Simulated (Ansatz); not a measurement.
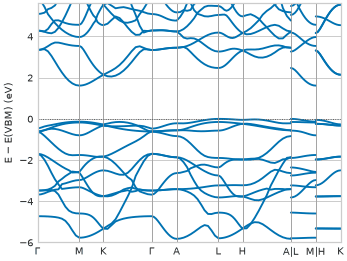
Figure: Band structure from PBEsol in the plane-wave PAW code Ansatz

Q: Read off the gap and where the band edges lie.

A: About 1.6 eV (1.62 eV by a search for the band edges); maximum at L, minimum at M.

The material is SrMg2FeH8 in space group P-3m1 (No. 164; Pearson symbol hP12).

The first step of the workflow began from a Materials Project structure, measured or hypothetical; the Crystallography Open Database copy checked does not list it. Whether it is the stable phase at ambient conditions was not checked. Symmetry was held in the PBEsol relaxation; whether a distortion lowers the energy is not shown. No spin polarisation was allowed. Scalar-relativistic: spin–orbit coupling is off unless named, which matters more the heavier the elements.

Potentials: the later of the program's two PAW sets.
